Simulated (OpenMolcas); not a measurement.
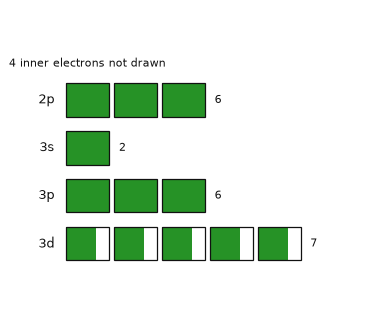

The outer shells of the leading configuration of the lowest level: a box for each of the 2l + 1 orbitals, shaded by the share of the shell that is filled, with the electron count at the right.

## Multiconfigurational calculation for Ni³⁺ complex (part 1 of 2)

System: Ni³⁺ with 6 ligands (F; octahedron, 2.004 Å), embedded in Cs2NaYF6 by model potentials and point charges, whose field is part of the energies.
Method: state-averaged CASSCF, active space 7 electrons in the shell 3d, basis ANO-RCC-VTZP on the metal and ANO-RCC-VDZP on the ligands, DKH2 scalar Hamiltonian, spin-orbit coupling by RASSI with atomic mean-field integrals (OpenMolcas).

### Key numbers

- outcome: converged
- energy of the lowest spin-free term: −2117.48979 hartree
- energy of the lowest spin-orbit level: −2117.49401 hartree
- largest spread among components of a term: 0.0 cm⁻¹
- hardware: 1 thread of Intel Xeon (Granite Rapids), 16 GiB of memory available, shared host
- wall time: 21 s
- peak memory: 0.2 GiB

### Notes

Without dynamic correlation the splittings between terms come out too large, often by 20 to 50 %. Limits: small active space favours high spin, ground spin may be wrong; the geometry is set by hand, with no relaxation.

### The input
```
&GATEWAY
Basis set
Ni.ANO-RCC-VTZP.
Ni1 0.0 0.0 0.0 Angstrom
End of basis
Basis set
F.ANO-RCC-VDZP.
L1 2.004000 0.000000 0.000000 Angstrom
L2 0.000000 2.004000 0.000000 Angstrom
L3 0.000000 0.000000 2.004000 Angstrom
End of basis
Basis set
Na.EMB-AIMP.Ruiperez.7s4p.1s1p.ECP.Cs2NaYF6.
PseudoCharge
* 3 symmetry-unique lattice sites within 7.6 angstrom
End of basis
Basis set
Cs.EMB-AIMP.Ruiperez.0s.0s.ECP.Cs2NaYF6.
PseudoCharge
* 16 symmetry-unique lattice sites within 7.6 angstrom
End of basis
Basis set
F.EMB-AIMP.Ruiperez.0s.0s.ECP.Cs2NaYF6.
PseudoCharge
* 27 symmetry-unique lattice sites within 7.6 angstrom
End of basis
Basis set
Y.EMB-AIMP.Ruiperez.0s.0s.ECP.Cs2NaYF6.
PseudoCharge
* 6 symmetry-unique lattice sites within 7.6 angstrom
End of basis
Symmetry
XYZ
AngMom=0.0 0.0 0.0
AMFI
RICD
XField
1537 Angstrom 0
* Evjen-weighted lattice charges
&SEWARD
&RASSCF
FileOrb=start.orb
Symmetry=1
Spin=4
nActEl=7 0 0
Inactive=18 21
Ras2=5 0
CIRoot=10 10 1
SDav=10
CIMx=300
Iter=150 100
PrWF=0.3
OrbListing=Nothing
MaxOrb=0
LevShft=1.0
>>> COPY $Project.JobIph JOB001
&RASSCF
FileOrb=start.orb
Symmetry=1
Spin=2
nActEl=7 0 0
Inactive=18 21
Ras2=5 0
CIRoot=40 40 1
SDav=40
CIMx=300
Iter=150 100
PrWF=0.3
OrbListing=Nothing
MaxOrb=0
LevShft=1.0
>>> COPY $Project.JobIph JOB002
&RASSI
NrOfJobIphs=2 10 40
1 2 3 4 5 6 7 8 9 10
1 2 3 4 5 6 7 8 9 10 11 12 13 14 15 16 17 18 19 20 21 22 23 24 25 26 27
28 29 30 31 32 33 34 35 36 37 38 39 40
IphNames
JOB001
JOB002
EJob
SpinOrbit
DIPRint=1.0
SOCoupling=1000.0
Subsets=2
Property=9
'ANGMOM' 1 'ANGMOM' 2 'ANGMOM' 3 'MLTPL  1' 1 'MLTPL  1' 2 'MLTPL  1' 3
'AMFI' 1 'AMFI' 2 'AMFI' 3
SOProperty=3
'ANGMOM' 1 'ANGMOM' 2 'ANGMOM' 3
```

The file start.orb holds starting orbitals from an earlier step. A driver script formed the levels outside the program, from RASSI's spin-orbit matrix and the active-space energies, averaged over the components of each term or state.

Launched with:
```bash
OMP_NUM_THREADS=1 MOLCAS_MEM=2457 MOLCAS_PROJECT=a pymolcas a.inp > a.log  # once for each step of the input, in one work folder
```

### Log (extracts)
```
--- SEWARD ---
Basis set label: NI.ANO-RCC...6S5P3D2F1G.

      Electronic valence basis set:
      ------------------
      Associated Effective Charge  28.000000 au
      Associated Actual Charge     28.000000 au
      Nuclear Model: Point charge

      Shell  nPrim  nBasis  Cartesian Spherical Contaminant
         s      21       6        X
         p      15       5        X
         d      10       3                 X
         f       6       2                 X
         g       4       1                 X
                  Relativistic Douglas-Kroll-Hess integrals:
                    - DKH order of Hamiltonian: 2
                    - DKH order of Properties : 0
                  Atomic mean-field integrals
--- RASSCF ---
Wave function specifications:
      -----------------------------

      Number of closed shell electrons          78
      Number of electrons in active shells       7
      Max number of holes in RAS1 space          0
      Max nr of electrons in RAS3 space          0
      Number of inactive orbitals               39
      Number of active orbitals                  5
      Number of secondary orbitals             123
      Spin quantum number                      1.5
      State symmetry                             1
Orbital specifications:
      -----------------------

      Symmetry species                           1   2
                                                ag  au
      Frozen orbitals                            0   0
      Inactive orbitals                         18  21
      Active orbitals                            5   0
      RAS1 orbitals                              0   0
      RAS2 orbitals                              5   0
      RAS3 orbitals                              0   0
      Secondary orbitals                        61  62
      Deleted orbitals                           0   0
      Number of basis functions                 84  83
      Number of CSFs                            10
      Number of root(s) required                10
      Iter CI   SX   CI       RASSCF       Energy    max ROT     max BLB   max BLB  Level Ln srch  Step   QN
          iter iter root      energy       change     param      element    value   shift minimum  type update
 Nr of preliminary CI iterations:   1
      Total energies have been shifted. Add                -2000.00 au
        1   1   12    0  -116.27991652    0.00E+00  -8.75E-02   23  29 1  6.03E-01*  1.81   0.00    SX    NO
        2   1   13    0  -117.21825387   -9.38E-01* -6.32E-02    9  22 2  1.63E-01*  1.32   0.00    SX    NO
        3   1   12    0  -117.39638486   -1.78E-01* -4.33E-02    9  22 2  8.12E-02*  1.18   0.00    SX    NO
        4   1   12    0  -117.42644229   -3.01E-02* -2.26E-02   21  24 2  4.41E-02*  1.11   0.00    SX    NO
        5   1   11    0  -117.43447742   -8.04E-03* -2.33E-02   21  24 2  2.67E-02*  1.09   2.16    LS   YES
        6   1   11    0  -117.43771430   -3.24E-03*  6.41E-03    6  34 2 -1.45E-02*  1.06   1.12    QN   YES
        7   1   11    0  -117.43852244   -8.08E-04*  4.41E-03   22  28 1 -5.59E-03*  1.06   1.70    LS   YES
        8   1   11    0  -117.43868888   -1.66E-04*  2.01E-03   22  28 1 -7.06E-03*  1.05   1.02    QN   YES
        9   1   10    0  -117.43884058   -1.52E-04* -1.18E-03   21  27 1  1.96E-03*  1.06   1.11    QN   YES
       10   1    9    0  -117.43886766   -2.71E-05* -7.71E-04   21  27 1  9.16E-04*  1.06   1.38    QN   YES
       11   1    8    0  -117.43887385   -6.20E-06* -3.09E-04   20  26 1  2.53E-04*  1.06   1.27    QN   YES
       12   1    8    0  -117.43887469   -8.35E-07* -1.03E-04    4  22 2 -1.00E-04   1.06   1.28    QN   YES
       13   1    7    0  -117.43887479   -1.06E-07*  3.53E-05   21  27 1 -3.56E-05   1.06   1.34    QN   YES
       14   1    6    0  -117.43887481   -1.17E-08*  1.39E-05    6  34 2 -1.24E-05   1.06   1.36    QN   YES
       15   1    5    0  -117.43887480    2.62E-09  -3.65E-06    6  24 2  5.35E-06   1.06   0.10    QN   YES
      Convergence after 15 iterations
       16   1    5    0  -117.43887480   -1.10E-10  -3.65E-06    6  24 1  2.39E-06   1.06   0.10    QN   YES
      Natural orbitals and occupation numbers for root  1
      sym 1:   1.888276   1.000000   1.111724   1.888276   1.111724
      Natural orbitals and occupation numbers for root  2
      sym 1:   1.888383   1.888383   1.111617   1.111617   1.000000
      Natural orbitals and occupation numbers for root  3
      sym 1:   1.111562   1.111562   1.000000   1.888438   1.888438
::    RASSCF root number  1 Total energy:  -2117.48978704
::    RASSCF root number  2 Total energy:  -2117.48978704
::    RASSCF root number  3 Total energy:  -2117.48978704
::    RASSCF root number  4 Total energy:  -2117.45888529
::    RASSCF root number  5 Total energy:  -2117.45888529
::    RASSCF root number  6 Total energy:  -2117.45888529
::    RASSCF root number  7 Total energy:  -2117.42180512
::    RASSCF root number  8 Total energy:  -2117.37364198
::    RASSCF root number  9 Total energy:  -2117.37364198
::    RASSCF root number 10 Total energy:  -2117.37364198
--- RASSCF ---
Wave function specifications:
      -----------------------------

      Number of closed shell electrons          78
      Number of electrons in active shells       7
      Max number of holes in RAS1 space          0
      Max nr of electrons in RAS3 space          0
      Number of inactive orbitals               39
      Number of active orbitals                  5
      Number of secondary orbitals             123
      Spin quantum number                      0.5
      State symmetry                             1
Orbital specifications:
      -----------------------

      Symmetry species                           1   2
                                                ag  au
      Frozen orbitals                            0   0
      Inactive orbitals                         18  21
      Active orbitals                            5   0
      RAS1 orbitals                              0   0
      RAS2 orbitals                              5   0
      RAS3 orbitals                              0   0
      Secondary orbitals                        61  62
      Deleted orbitals                           0   0
      Number of basis functions                 84  83
      Number of CSFs                            40
      Number of root(s) required                40
      Iter CI   SX   CI       RASSCF       Energy    max ROT     max BLB   max BLB  Level Ln srch  Step   QN
          iter iter root      energy       change     param      element    value   shift minimum  type update
 Nr of preliminary CI iterations:   1
      Total energies have been shifted. Add                -2000.00 au
        1   1   10    0  -117.30662734    0.00E+00   1.61E-02   19  25 1 -1.72E-02*  1.08   0.00    SX    NO
        2   1   10    0  -117.30798091   -1.35E-03* -1.18E-02   12  21 1  7.67E-03*  1.07   0.00    SX    NO
        3   1   10    0  -117.30854088   -5.60E-04*  7.43E-03   19  25 1 -5.38E-03*  1.07   0.00    SX    NO
        4   1    9    0  -117.30879007   -2.49E-04*  5.24E-03   12  21 1  3.42E-03*  1.07   0.00    SX    NO
        5   1    9    0  -117.30890402   -1.14E-04*  7.63E-03   12  21 1  2.24E-03*  1.06   2.50    LS   YES
        6   1    9    0  -117.30899109   -8.71E-05*  3.26E-03    9  34 2  1.65E-03*  1.06   1.43    LS   YES
        7   1    9    0  -117.30899971   -8.62E-06*  3.25E-04    9  34 2  2.20E-03*  1.06   1.00    QN   YES
        8   1    8    0  -117.30900337   -3.65E-06*  1.61E-04   19  25 1  7.28E-04*  1.06   0.81    QN   YES
        9   1    7    0  -117.30900435   -9.84E-07* -1.09E-04   10  24 1 -4.53E-04*  1.06   1.68    LS   YES
       10   1    7    0  -117.30900452   -1.68E-07* -1.37E-04   10  24 1 -3.35E-04*  1.06   0.92    QN   YES
       11   1    7    0  -117.30900468   -1.66E-07* -6.61E-05   10  24 1 -1.53E-04*  1.06   1.48    LS   YES
       12   1    7    0  -117.30900470   -1.55E-08* -2.48E-05   10  24 1 -6.48E-05   1.06   1.06    QN   YES
       13   1    6    0  -117.30900471   -9.88E-09   3.72E-05   10  24 1 -3.13E-05   1.06   2.50    LS   YES
      Convergence after 13 iterations
       14   1    6    0  -117.30900471   -3.21E-09   3.72E-05    9  34 2  3.16E-05   1.06   2.50    LS   YES
      Natural orbitals and occupation numbers for root  1
      sym 1:   1.923516   1.015205   0.147449   1.952474   1.961355
      Natural orbitals and occupation numbers for root  2
      sym 1:   1.968047   0.147449   1.015205   1.939090   1.930208
      Natural orbitals and occupation numbers for root  3
      sym 1:   1.855145   0.713780   1.443808   1.299753   1.687513
::    RASSCF root number  1 Total energy:  -2117.41859669
::    RASSCF root number  2 Total energy:  -2117.41859669
::    RASSCF root number  3 Total energy:  -2117.39298023
::    RASSCF root number  4 Total energy:  -2117.39298023
::    RASSCF root number  5 Total energy:  -2117.39298023
::    RASSCF root number  6 Total energy:  -2117.39055409
::    RASSCF root number  7 Total energy:  -2117.39055408
::    RASSCF root number  8 Total energy:  -2117.39055408
::    RASSCF root number  9 Total energy:  -2117.36530176
::    RASSCF root number 10 Total energy:  -2117.36530176
::    RASSCF root number 11 Total energy:  -2117.36530176
::    RASSCF root number 12 Total energy:  -2117.36442354
::    RASSCF root number 13 Total energy:  -2117.35140399
::    RASSCF root number 14 Total energy:  -2117.35140399
::    RASSCF root number 15 Total energy:  -2117.35140399
::    RASSCF root number 16 Total energy:  -2117.34240408
::    RASSCF root number 17 Total energy:  -2117.34240408
::    RASSCF root number 18 Total energy:  -2117.34240408
::    RASSCF root number 19 Total energy:  -2117.33092963
::    RASSCF root number 20 Total energy:  -2117.33092963
::    RASSCF root number 21 Total energy:  -2117.31590485
::    RASSCF root number 22 Total energy:  -2117.31590485
::    RASSCF root number 23 Total energy:  -2117.31590485
::    RASSCF root number 24 Total energy:  -2117.31359924
::    RASSCF root number 25 Total energy:  -2117.31359924
::    RASSCF root number 26 Total energy:  -2117.31359924
::    RASSCF root number 27 Total energy:  -2117.31140159
::    RASSCF root number 28 Total energy:  -2117.31140159
::    RASSCF root number 29 Total energy:  -2117.26130897
::    RASSCF root number 30 Total energy:  -2117.26130897
```

(Continued in part 2.)
